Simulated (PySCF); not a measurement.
# One shape, several levels: singlet SiH2Cl+

We compute a comparison of 6 runs (B3LYP/STO-3G, PBE0/STO-3G, BCCD(T)/STO-3G, CCSDT(Q)/STO-3G, CCSDTQ/STO-3G, CISD/STO-3G) of singlet SiH2Cl+. The job is set up through a Python script.

The calculation is run with PySCF 2.14.0.

9 further runs of the same task are left out: 9 set aside as unsound or not needed.

**1. The structure to begin with**

The species is SiH2Cl+ (4 atoms), meant as a singlet with charge +1. As SMILES of the parent species, `[SiH2]Cl`. Geometry: relaxed at GFN2-xTB. That shape belongs to the parent species and isn't relaxed for this state.

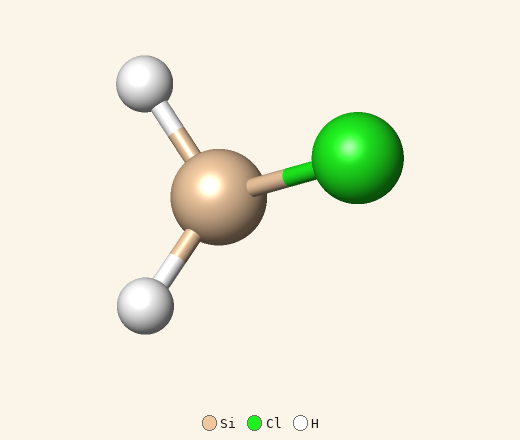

The structure, seen from a chosen angle (silicon light orange, chlorine green, hydrogen white).

**2. A single-point energy at B3LYP/STO-3G (run 1)**

run.py reads:

```python
from pyscf import gto, dft

system = gto.Mole()
system.atom = '''
Si  -0.283580   0.237700   0.131590
Cl   1.597690  -0.059610   0.811090
H   -1.065000  -0.978280   0.263310
H   -0.249110   0.800200  -1.205980
'''
system.charge = 1
system.max_memory = 1860
system.basis = 'sto-3g'
system.spin = 0
system.verbose = 3
system.build()

mf = dft.RKS(system, xc='b3lyp')
mf.conv_tol = 1e-10
mf.grids.level = 5
mf.kernel()
if not mf.converged:
    mf = mf.newton().run(mf.mo_coeff, mf.mo_occ)

e_final = mf.e_tot
print('E = %.10f Eh' % e_final)
```

Command:

```console
$ OMP_NUM_THREADS=1 python run.py
```

What it wrote:

```text
converged SCF energy = -742.242072560086
E = -742.2420725601 Eh
```

Run time: 2.2 s. Hardware: 1 thread of Arm Neoverse V2, shared host; peak memory 0.2 GiB.

**3. The energy at PBE0/STO-3G (run 2)**

calc.py reads:

```python
from pyscf import gto, dft

mol = gto.M(
    atom='''
Si      -0.283580       0.237700       0.131590
Cl       1.597690      -0.059610       0.811090
H       -1.065000      -0.978280       0.263310
H       -0.249110       0.800200      -1.205980
''',
    basis='sto-3g',
    verbose=3,
    max_memory=1860,
    charge=1,
)

calc0 = dft.RKS(mol, xc='pbe0')
calc0.grids.level = 5
calc0.conv_tol = 1e-10
calc0.kernel()
if not calc0.converged:
    calc0 = calc0.newton().run(calc0.mo_coeff, calc0.mo_occ)

etot = calc0.e_tot
print('Final energy', etot)
```

Command:

```console
$ OMP_NUM_THREADS=1 python calc.py
```

What it wrote:

```text
converged SCF energy = -741.98939472933
Final energy -741.9893947293295
```

It took 2.1 s on 1 thread of Arm Neoverse V2, shared host; peak memory 0.2 GiB.

Run 3 isn't shown in full; the table further down has it.

**4. A single-point energy at CCSDT(Q)/STO-3G (run 4)**

calc.py reads:

```python
from pyscf import gto, scf, cc

mol = gto.Mole()
mol.atom = '''
Si    -0.535889     0.449188     0.248669
Cl     3.019197    -0.112647     1.532738
H     -2.012558    -1.848681     0.497584
H     -0.470750     1.512159    -2.278972
'''
mol.spin = 0
mol.unit = 'bohr'
mol.verbose = 4
mol.basis = 'sto-3g'
mol.max_memory = 1860
mol.charge = 1
mol.build()

mf = scf.RHF(mol)
mf.conv_tol = 1e-10
mf.kernel()
if not mf.converged:
    mf = mf.newton().run(mf.mo_coeff, mf.mo_occ)

mycc = cc.CCSDT(mf, frozen=10)
mycc.kernel()
e_bracket, e_q = mycc.ccsdt_q()
etot = mycc.e_tot + e_q
print('E(%s) = %.9f' % ('CCSDT(Q)', etot))
```

Command:

```console
$ OMP_NUM_THREADS=1 python calc.py
```

What it wrote:

```text
PySCF version 2.14.0

[INPUT] num. atoms = 4
[INPUT] num. electrons = 32
[INPUT] charge = 1
[INPUT] spin (= nelec alpha-beta = 2S) = 0
[INPUT] symmetry False subgroup None
[INPUT] Mole.unit = bohr
[INPUT] Symbol           X                Y                Z      unit          X                Y                Z       unit  Magmom
[INPUT]  1 Si    -0.283580246383   0.237700053019   0.131589967862 AA   -0.535889000000   0.449188000000   0.248669000000 Bohr   0.0
[INPUT]  2 Cl     1.597690247678  -0.059610225279   0.811090019911 AA    3.019197000000  -0.112647000000   1.532738000000 Bohr   0.0
[INPUT]  3 H     -1.064999829255  -0.978279855461   0.263310113318 AA   -2.012558000000  -1.848681000000   0.497584000000 Bohr   0.0
[INPUT]  4 H     -0.249110172041   0.800200082088  -1.205980046725 AA   -0.470750000000   1.512159000000  -2.278972000000 Bohr   0.0

nuclear repulsion = 78.9786730826075
number of shells = 12
number of NR pGTOs = 60
number of NR cGTOs = 20
basis = sto-3g
ecp = {}

[... 39 lines left out ...]
converged SCF energy = -741.097363554995
[... 16 lines left out ...]
WARN: A large `blksize` is being used, which may cause large memory consumption
[... 3 lines left out ...]
WARN: A large `blksize_oovv` is being used, which may cause large memory consumption
[... 3 lines left out ...]
WARN: A large `blksize_oooo` is being used, which may cause large memory consumption
[... 13 lines left out ...]
Init t2, MP2 energy = -741.146581665990  E_corr(MP2) -0.049218110995
[... 16 lines left out ...]
RCCSDT converged
[... 5 lines left out ...]
E(CCSDT(Q)) = -741.169933303
```

Wall time 0.9 s (1 thread of Arm Neoverse V2, shared host); peak memory 0.1 GiB.

Run 5 isn't shown in full; the table further down has it.

**5. The energy at CISD/STO-3G (run 6)**

input.py reads:

```python
from pyscf import gto, ci

system = gto.M(
    atom='''
Si  -0.283580   0.237700   0.131590
Cl   1.597690  -0.059610   0.811090
H   -1.065000  -0.978280   0.263310
H   -0.249110   0.800200  -1.205980
''',
    charge=1,
    max_memory=1860,
    verbose=4,
    basis='sto-3g',
)

mf = system.RHF()
mf.conv_tol = 1e-10
mf.kernel()
if not mf.converged:
    mf = mf.newton().run(mf.mo_coeff, mf.mo_occ)

cisd = ci.CISD(mf, frozen=10)
cisd.kernel()
energy = cisd.e_tot
print('E(%s) = %.9f' % ('CISD', energy))
```

Command:

```console
$ OMP_NUM_THREADS=1 python input.py
```

What it wrote:

```text
PySCF version 2.14.0

[INPUT] num. atoms = 4
[INPUT] num. electrons = 32
[INPUT] charge = 1
[INPUT] spin (= nelec alpha-beta = 2S) = 0
[INPUT] symmetry False subgroup None
[INPUT] Mole.unit = angstrom
[INPUT] Symbol           X                Y                Z      unit          X                Y                Z       unit  Magmom
[INPUT]  1 Si    -0.283580000000   0.237700000000   0.131590000000 AA   -0.535888534404   0.449187899809   0.248669060732 Bohr   0.0
[INPUT]  2 Cl     1.597690000000  -0.059610000000   0.811090000000 AA    3.019196531956  -0.112646574285   1.532737962373 Bohr   0.0
[INPUT]  3 H     -1.065000000000  -0.978280000000   0.263310000000 AA   -2.012558322662  -1.848681273140   0.497583785859 Bohr   0.0
[INPUT]  4 H     -0.249110000000   0.800200000000  -1.205980000000 AA   -0.470749674890   1.512158844877  -2.278971911703 Bohr   0.0

nuclear repulsion = 78.9786884891113
number of shells = 12
number of NR pGTOs = 60
number of NR cGTOs = 20
basis = sto-3g
ecp = {}

******** <class 'pyscf.scf.hf.RHF'> ********
method = RHF
initial guess = minao
damping factor = 0
level_shift factor = 0
DIIS = <class 'pyscf.scf.diis.CDIIS'>
diis_start_cycle = 1
diis_space = 8
diis_damp = 0
SCF conv_tol = 1e-10
SCF conv_tol_grad = None
SCF max_cycles = 50
direct_scf = True
direct_scf_tol = 1e-13
Set gradient conv threshold to 1e-05
Initial guess from minao.
init E= -740.773842623777
  HOMO = -0.381241385236863  LUMO = -0.0416342940633984  gap/eV = 9.24118
cycle= 1 E= -741.029226279978  delta_E= -0.255  |g|= 0.33  |ddm|= 2.16
  HOMO = -0.582057068032126  LUMO = -0.281881627773118  gap/eV = 8.16819
cycle= 2 E= -741.093359529598  delta_E= -0.0641  |g|= 0.0864  |ddm|= 0.974
  HOMO = -0.65070060760277  LUMO = -0.219581452302831  gap/eV = 11.73135
cycle= 3 E= -741.097020221392  delta_E= -0.00366  |g|= 0.0162  |ddm|= 0.18
  HOMO = -0.651209866841983  LUMO = -0.215478188323118  gap/eV = 11.85686
cycle= 4 E= -741.09732792421  delta_E= -0.000308  |g|= 0.00422  |ddm|= 0.0623
  HOMO = -0.651416642157225  LUMO = -0.216514295679285  gap/eV = 11.83430
cycle= 5 E= -741.09735990547  delta_E= -3.2e-05  |g|= 0.00144  |ddm|= 0.0205
  HOMO = -0.651142649077746  LUMO = -0.216266476244748  gap/eV = 11.83358
cycle= 6 E= -741.097363494666  delta_E= -3.59e-06  |g|= 0.000199  |ddm|= 0.00838
  HOMO = -0.6511954884801  LUMO = -0.216275320688379  gap/eV = 11.83478
cycle= 7 E= -741.097363560582  delta_E= -6.59e-08  |g|= 4.36e-05  |ddm|= 0.0011
  HOMO = -0.651192981221888  LUMO = -0.216277354874001  gap/eV = 11.83466
cycle= 8 E= -741.097363563443  delta_E= -2.86e-09  |g|= 1.13e-05  |ddm|= 0.000246
  HOMO = -0.651190522832572  LUMO = -0.216278922826874  gap/eV = 11.83455
cycle= 9 E= -741.097363563654  delta_E= -2.11e-10  |g|= 2.05e-06  |ddm|= 6.99e-05
  HOMO = -0.651190175874638  LUMO = -0.216279081646534  gap/eV = 11.83453
cycle= 10 E= -741.097363563661  delta_E= -7.62e-12  |g|= 4.14e-07  |ddm|= 1.11e-05
  HOMO = -0.651190062566035  LUMO = -0.216279014765074  gap/eV = 11.83453
Extra cycle  E= -741.09736356366  delta_E= 7.96e-13  |g|= 1.77e-07  |ddm|= 1.03e-06
converged SCF energy = -741.09736356366

******** <class 'pyscf.ci.cisd.RCISD'> ********
CISD nocc = 6, nmo = 10
frozen orbitals 10
max_cycle = 50
direct = 0
conv_tol = 1e-09
max_cycle = 50
max_space = 12
lindep = 0
nroots = 1
Init t2, MP2 energy = -0.0492181092642785
RCISD converged
E(RCISD) = -741.1645066982994  E_corr = -0.06714313463905186
E(CISD) = -741.164506698
```

It took 0.6 s on 1 thread of Arm Neoverse V2, shared host; peak memory 0.12 GiB.

**6. The series**

| run | level | integration grid | frozen core orbitals | energy (Eh) | HOMO energy (eV) | LUMO energy (eV) | HOMO–LUMO gap (eV) | wall time |
| --- | --- | --- | --- | --- | --- | --- | --- | --- |
| 1 | B3LYP/STO-3G | 5 | – | -742.242073 | -14.39 | -10.09 | 4.30 | 2.2 s |
| 2 | PBE0/STO-3G | 5 | – | -741.989395 | -14.65 | -9.87 | 4.77 | 2.1 s |
| 3 | BCCD(T)/STO-3G | – | 10 | -741.168932 | – | – | – | 0.78 s |
| 4 | CCSDT(Q)/STO-3G | – | 10 | -741.169933 | -17.72 | -5.89 | 11.83 | 0.9 s |
| 5 | CCSDTQ/STO-3G | – | 10 | -741.169842 | -17.72 | -5.89 | 11.83 | 4.2 s |
| 6 | CISD/STO-3G | – | 10 | -741.164507 | -17.72 | -5.89 | 11.83 | 0.6 s |

**7. Summary of results**

| quantity | value |
| --- | --- |
| run 6: total energy | -741.16451 Eh |
| run 6: HOMO energy (Hartree–Fock orbitals) | -17.72 eV |
| run 6: LUMO energy (Hartree–Fock orbitals) | -5.89 eV |
| run 6: HOMO–LUMO gap (Hartree–Fock orbitals) | 11.83 eV |
| run 6: correlation energy (10 core orbitals frozen) | -67.1 mEh |

In words: Totals of different functionals can't be ranked against each other. In runs 1, 2, 3, 4, 5, 6 the basis is minimal, so the values are rough. All runs together took 11 s, the longest 4.2 s.
